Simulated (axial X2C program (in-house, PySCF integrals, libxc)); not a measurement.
**Linear FMoF at several levels**

How do method and spin–orbit coupling move the bonds and stretches of FMoF, held linear?

Method: all-electron X2C, two-component (2c) or spin-free, F dyall-av3z, Mo dyall-v3z; program: an in-house X2C program for linear molecules on PySCF integrals.

All values are calculated.

2 further runs of the same task are left out: 2 set aside as unsound or not needed.

**1. Set-up**

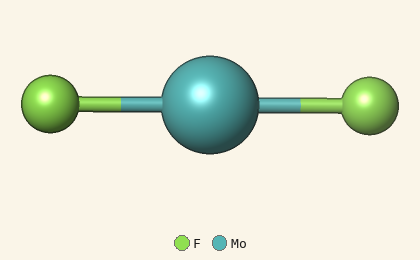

The atoms on one line, bonds 2.020 and 2.020 Å (fluorine green, molybdenum teal).

task.json

```json
{"zs": [9, 42, 9], "q": 0, "bas": ["dyall-av3z", "dyall-v3z", "dyall-av3z"], "r0": [2.02, 2.02], "symm": 1, "scan": ["PBE0", "HF", "B3LYP"], "levels": ["PBE0", "HF", "BHandHLYP"], "nst": 2}
```

Keys: zs atomic numbers; q charge; bas basis sets; r0 starting distance in Å; symm equal bonds; scan levels of the two-bond scan (MP2 follows by itself at each HF point); levels methods; nst determinants followed.

Command:

```bash
> python solin.py task.json out
```

Masses F 18.998, Mo 97.905, F 18.998 u.

**2. Scan at PBE0, 2c**

State: Ω = 1 (beyond evenly filled blocks: ω = -3/2, ω = 5/2). Energies above the lowest point, from the job's result record:

```csv
r(F–Mo) (Å),r(Mo–F) (Å),E (meV)
1.8379,1.8379,78.75
1.8379,1.8850,36.23
1.8379,1.9321,50.91
1.8850,1.8379,36.23
1.8850,1.8850,0.00
1.8850,1.9321,20.16
1.8850,1.9793,84.53
1.9321,1.8379,50.91
1.9321,1.8850,20.16
1.9321,1.9321,45.05
1.9793,1.8850,84.53
1.9793,1.9793,185.57
```

A quadratic surface with cubic terms in each bond gives the minimum at 1.890 and 1.890 Å, force constants 3.95, 3.95 and coupling 0.34 mdyn/Å.

**3. Scan at HF, 2c**

State: Ω = 1 (beyond evenly filled blocks: ω = -3/2, ω = 5/2). Energies above the lowest point, from the job's result record:

```csv
r(F–Mo) (Å),r(Mo–F) (Å),E (meV)
1.8379,1.8379,160.57
1.8379,1.8850,85.02
1.8379,1.9321,70.90
1.8850,1.8379,85.02
1.8850,1.8850,14.99
1.8850,1.9321,5.55
1.8850,1.9793,44.08
1.9321,1.8379,70.90
1.9321,1.8850,5.55
1.9321,1.9321,0.00
1.9793,1.8850,44.08
1.9793,1.9793,86.29
```

A quadratic surface with cubic terms in each bond gives the minimum at 1.915 and 1.915 Å, force constants 3.78, 3.78 and coupling 0.28 mdyn/Å.

**4. Scan at B3LYP, 2c**

State: Ω = 1 (beyond evenly filled blocks: ω = -3/2, ω = 5/2). Energies above the lowest point, from the job's result record:

```csv
r(F–Mo) (Å),r(Mo–F) (Å),E (meV)
1.8379,1.8379,113.06
1.8379,1.8850,53.36
1.8379,1.9321,52.60
1.8850,1.8379,53.36
1.8850,1.8850,0.00
1.8850,1.9321,4.77
1.8850,1.9793,55.30
1.9321,1.8379,52.60
1.9321,1.8850,4.77
1.9321,1.9321,14.35
1.9793,1.8850,55.30
1.9793,1.9793,127.45
```

A quadratic surface with cubic terms in each bond gives the minimum at 1.903 and 1.903 Å, force constants 3.84, 3.84 and coupling 0.35 mdyn/Å.

**5. Comparison**

| level | r(F–Mo) (Å) | r(Mo–F) (Å) | lower stretch (cm⁻¹) | upper stretch (cm⁻¹) |
| --- | --- | --- | --- | --- |
| PBE0, 2c | 1.890 | 1.890 | 619.2 | 668.5 |
| HF, 2c | 1.915 | 1.915 | 602.3 | 658.0 |
| B3LYP, 2c | 1.903 | 1.903 | 611.5 | 657.6 |
| MP2, 2c | 1.892 | 1.892 | 622.2 | 666.0 |
| PBE0, spin-free | 1.890 | 1.890 | 619.4 | 668.6 |
| HF, spin-free | 1.915 | 1.915 | 602.6 | 658.2 |
| B3LYP, spin-free | 1.903 | 1.903 | 611.9 | 657.6 |
| MP2, spin-free | 1.892 | 1.892 | 622.5 | 666.2 |

Scans not shown above were run alike.

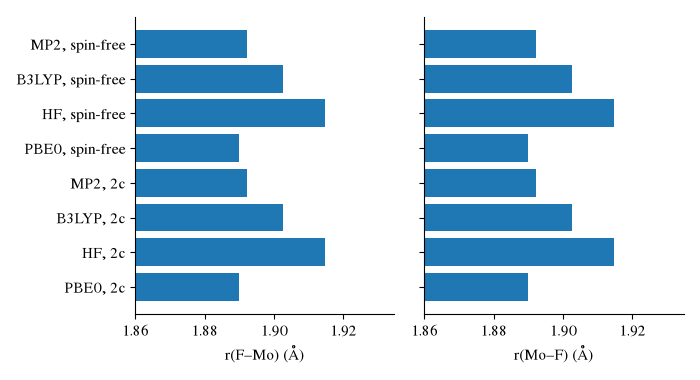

The two bond lengths by level.

In words: Over the levels the F–Mo bond spans 1.890 to 1.915 Å and the Mo–F bond 1.890 to 1.915 Å. At PBE0 spin–orbit coupling leaves both bonds unchanged to 0.001 Å. Each state is one determinant, the lowest of a limited PBE0 search; the stretches come from a fit to few points and are good to some per cent at best. The stretches are sorted by size, and where the two bonds are alike the symmetric and antisymmetric modes can swap order between levels. MP2 freezes inner shells (threshold -2 hartree). The molecule was held linear; bending was not examined, so a bent shape may lie lower. Open-shell Ω = 0 determinants with evenly filled partner blocks cannot be reached by this program, so the Ω shown need not be the lowest component. Note: functional without a current term on a determinant with orbital currents, of the molecule or an atom. Note: several unpaired electrons, one determinant need not be a pure state.
